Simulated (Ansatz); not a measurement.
## Electronic structure of C₄H₁₁NSi (SMILES C=CN([SiH3])CC) in real space

The calculation's input:

```
crystal:
  periodic: [false, false, false]
  atoms:
    - {symbol: C, position_ang: [-1.562528, -1.540156, 0.640281]}
    - {symbol: C, position_ang: [-0.978999, -1.034936, -0.449982]}
    - {symbol: N, position_ang: [0.154955, -0.250849, -0.516846]}
    - {symbol: Si, position_ang: [0.790136, 0.358425, -2.007508]}
    - {symbol: C, position_ang: [0.827228, 0.112801, 0.719270]}
    - {symbol: C, position_ang: [0.157445, 1.260581, 1.456697]}
    - {symbol: H, position_ang: [-1.205657, -1.362603, 1.646113]}
    - {symbol: H, position_ang: [-2.437317, -2.164577, 0.526829]}
    - {symbol: H, position_ang: [-1.410162, -1.251463, -1.423642]}
    - {symbol: H, position_ang: [0.774989, 1.847416, -2.042240]}
    - {symbol: H, position_ang: [-0.051058, -0.178731, -3.104619]}
    - {symbol: H, position_ang: [2.206082, -0.068921, -2.173655]}
    - {symbol: H, position_ang: [0.887283, -0.774839, 1.359126]}
    - {symbol: H, position_ang: [1.861364, 0.384128, 0.479021]}
    - {symbol: H, position_ang: [-0.883232, 1.026015, 1.684056]}
    - {symbol: H, position_ang: [0.174099, 2.169774, 0.851591]}
    - {symbol: H, position_ang: [0.676470, 1.467433, 2.395708]}
basis:
  gaussian: {orbitals: def2-TZVPP}
hamiltonian: {xc: pbe0, dispersion: d4}
output: {orbitals: {seedname: orbitals}}
```

Launched as:

```sh
ansatz run in.yaml --threads 4 --pin off --events-out ev --progress --plain --max-ram 11315MiB
```

Geometry: PBE0-D4/def2-TZVP.

Level of theory: Ansatz, RKS PBE0-D4/def2-TZVPP.

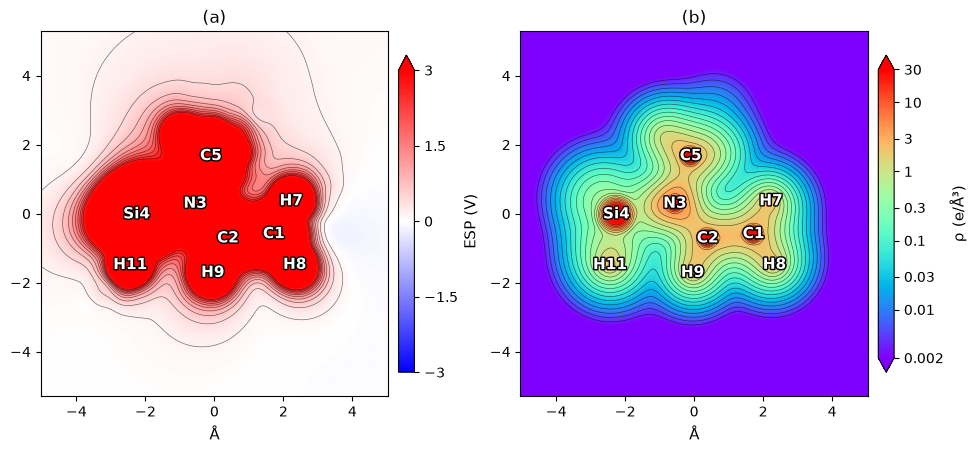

Figure 1. (a) molecular electrostatic potential; (b) electron density on the plane of atoms C1, C2 and N3.

Q: What do the fields say about this system?

A: The section cuts through C, N, Si and H sites. C–C (1.34 Å): ρ is about 2.3 e/Å³ halfway. C–N (1.38 Å): the density is about 2.2 e/Å³ at the midpoint. Si–N (1.73 Å): the density is about 1.1 e/Å³ at the midpoint. C–H (1.08 Å): ρ is about 2 e/Å³ halfway. C–N (1.45 Å): ρ is about 1.9 e/Å³ halfway. The potential has no marked negative region in this plane.

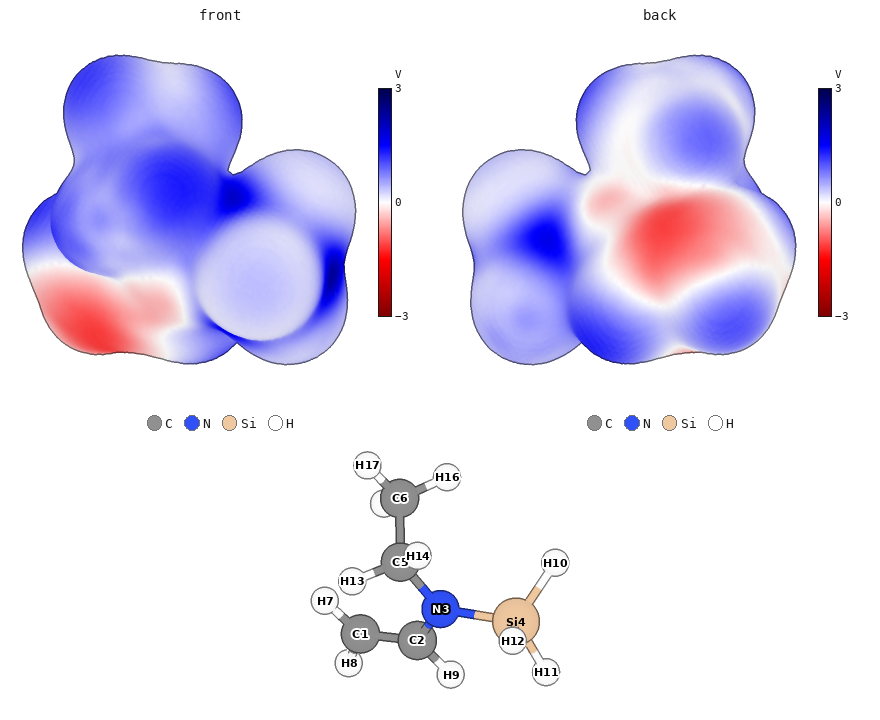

Figure 2. The molecular electrostatic potential painted on the density surface at 0.004 e/bohr³, seen from the front and from behind; red is negative and blue positive. The bare structure is drawn below in the same view.

Q: Describe the electrostatic potential map.

A: The most negative region (about −1.1 V) lies over the π face of C1 and C2, the most positive (about +1.9 V) over Si4.

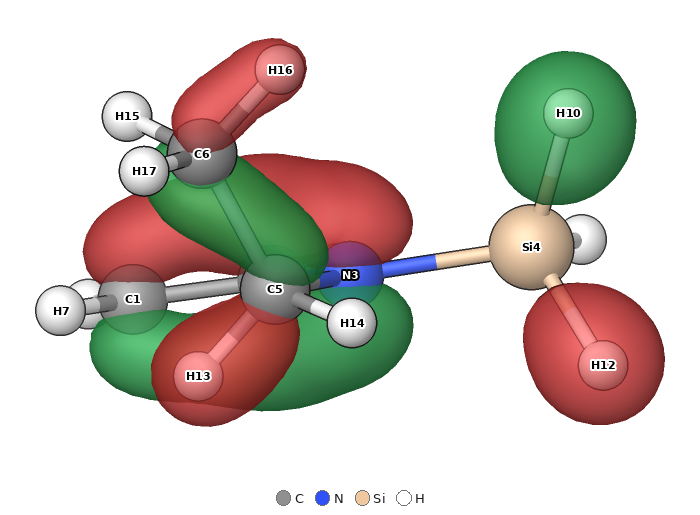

Figure 3. The HOMO−1 at ±0.15 Å⁻³ᐟ² (green and red are the two phases), seen from one side.

Q: Where does this orbital lie, and at what energy?

A: By Hirshfeld shares it lies mainly on C2 (about 25 %), N3 (about 15 %), C1 (about 10 %), Si4 (about 10 %), H10 (about 10 %) and H12 (about 5 %). Its energy is −8.90 eV.
